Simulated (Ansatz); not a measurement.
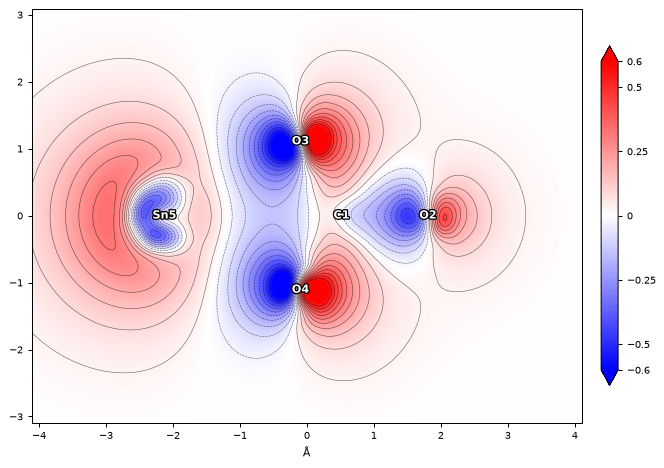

Figure 1: CO₃Sn (SMILES O=C1[O][Sn][O]1) (triplet). The HOMO (β) on the molecular plane (values in Å⁻³ᐟ²; the overall sign is arbitrary).

Geometry: r2SCAN-D4/def2-SVP; core potentials replace the inner electrons of Sn.

These are results of isolated molecule in a Gaussian basis; Kohn-Sham density functional theory, functional PBE0 (Ansatz), not measurements.

```xyz
5

C    -0.0890    0.7635    2.2390
O    -0.2600    0.3721    3.4543
O    -1.0910    0.8207    1.4645
O     1.0763    1.0800    1.8530
Sn    0.2620    1.5673   -0.2552
```

**What is the character of this orbital?**

Its weight (Hirshfeld) is mainly on Sn5 (about 55 %), O4 (about 15 %) and O3 (about 15 %); it is symmetric in the molecular plane (an in-plane orbital: σ, lone-pair or in-plane π type). Its energy is −9.01 eV.
